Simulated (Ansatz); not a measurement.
# TiCO+ (quartet): inputs that go wrong

3 inputs are run for TiCO+ (quartet) as typed; the log has to tell whether the result can be used and what must change.

The runs use Ansatz 0.2.0, Gaussian basis; the settings change from run to run.

27 further runs of the same task are left out: 15 that didn't finish, 12 set aside as unsound or not needed.

**1. The geometry**

The geometry is a PBE0/def2-TZVP stationary point (not a proven minimum) of the parent state, kept for this charge and spin.

3 atoms, charge 1, spin multiplicity 4.

Atoms are counted from 1 here; the program's logs count them from 0.

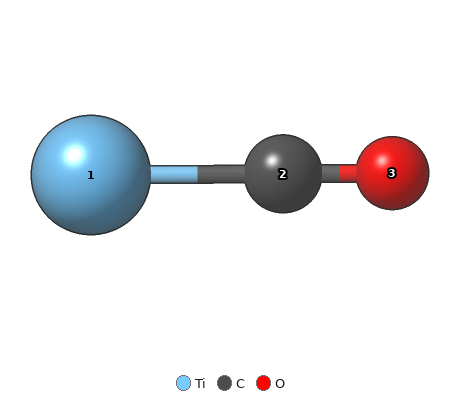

The structure; titanium blue, carbon dark grey, oxygen red; atoms are numbered from 1 in the order of the file.

**2. Input 1**

Input file in.yaml:

```yaml
crystal:
  periodic: [false, false, false]
  atoms:
    - {symbol: Ti, position_ang: [0.000000, 0.000000, 1.732600]}
    - {symbol: C, position_ang: [0.000000, 0.000000, -0.291200]}
    - {symbol: O, position_ang: [0.000000, 0.000000, -1.441400]}
basis:
  gaussian: {orbitals: def2-SVP}
total_charge: 1
magnetization: {spin_polarized: false, initial_magnetization: 3}
correlation: {method: sc_nevpt2, electrons: outside_noble_gas}
accuracy: high
scf: {lower_state_search: light}
```

On the command line:

```bash
> ansatz run in.yaml --threads 1 --pin off --events-out ev --progress --plain --max-ram 2393MiB
```

Standard output:

```text
Error: this correlation method needs an active space: name one as the reference
```

It took 0.03 s on 1 thread of Arm Neoverse V2, shared host.

Diagnosis: The run was refused. This method needs an active space and has none. Fix: add an active_space block.

**3. Input 2**

Input file in.yaml:

```yaml
crystal:
  periodic: [false, false, false]
  atoms:
    - {symbol: Ti, position_ang: [0.300000, 0.050000, -0.241200]}
    - {symbol: C, position_ang: [0.000000, 0.000000, -0.291200]}
    - {symbol: O, position_ang: [0.000000, 0.000000, -1.441400]}
basis:
  gaussian: {orbitals: def2-SVP}
total_charge: 1
magnetization: {spin_polarized: false, initial_magnetization: 3}
correlation: {method: bccd_t, electrons: outside_noble_gas, diis_vectors: 4}
scf: {lower_state_search: off}
```

Same command.

Standard output, shortened:

```text
Functional definition: HF
  name "HF"
  cite "Fock, Z. Phys. 61, 126 (1930) doi:10.1007/BF01340294"
  parent pbe
[...]
623 factors; integrals over basis functions are off by at most 8.6e-4 eV
[...]
mean field -24847.76921056 eV, -913.1386760650 hartree, gradient 5.2e-6 eV, S^2 3.750000; 0 other end points of the search recorded, 0 dependent functions left out
11 core orbitals not correlated: weight in the atoms' cores, before any rotation towards them, 0.744 or more for the frozen orbitals, at most 0.214 for the correlated occupied ones
reference -24847.76921056 eV, -913.1386760650 hartree; 8, 5 occupied and 40, 43 virtual orbitals, 623 factors
second order -7.51445977 eV of doubles, -0.14137820 eV of singles
cycle   1  -7.55614525 eV  change    1.0e-1 eV  update   8.5e-2
[...]
cycle  15  -7.85099717 eV  change    8.2e-6 eV  update   1.4e-5
perturbative correction -0.23432267 eV, -0.0086111994 hartree
Total energy: -24855.85453040 eV, -913.4358060888 hartree
Checks for a lower state left out: stability, starts, cluster_reference, orbital_swaps, neighbouring_geometries, increment
```

Run time: 2.4 s. Hardware: 1 thread of Arm Neoverse V2, shared host.

Diagnosis: The run converged, which proves nothing about the input. One atom lies on top of another. The shortest distance is 0.31 Å, against 1.15 Å in the geometry of step 1. Its energy belongs to another geometry. To mend it, restore its position.

**4. Input 3**

Input file in.yaml:

```yaml
crystal:
  periodic: [false, false, false]
  atoms:
    - {symbol: Ti, position_ang: [0.000000, 0.000000, 1.732600]}
    - {symbol: C, position_ang: [0.000000, 0.000000, -0.291200]}
    - {symbol: O, position_ang: [0.000000, 0.000000, -1.441400]}
basis:
  gaussian: {orbitals: def2-SVP}
total_charge: 1
correlation: {method: fic_mrcisd_q, electrons: outside_noble_gas, active_space: {window: {electrons: 5, orbitals: 5}}}
scf: {lower_state_search: off}
magnetization: {spin_polarized: true, initial_magnetization: 3}
```

The command is unchanged.

Standard output:

```text
Error: invalid value for `correlation.active_space`: it starts from restricted Hartree–Fock orbitals; set hamiltonian.xc: hf without magnetization.spin_polarized
```

Wall time 0.03 s (1 thread of Arm Neoverse V2, shared host).

Diagnosis: The run was refused. An active space is asked on unrestricted orbitals. Fix: drop spin_polarized: true.

**5. Summary**

| input | level | ended | cause | time |
| --- | --- | --- | --- | --- |
| 1 | 'sc_nevpt2'/def2-SVP | refused | this method needs an active space and has none | 0.03 s |
| 2 | BCCD(T) on ROHF/def2-SVP | converged | one atom lies on top of another | 2.4 s |
| 3 | MRCISD+Q(5,5)/def2-SVP | refused | an active space is asked on unrestricted orbitals | 0.03 s |

2 refused, 1 converged. The input that converges on a wrong geometry or spin is the dangerous one: no error points at it, so geometry and ⟨S²⟩ have to be checked.
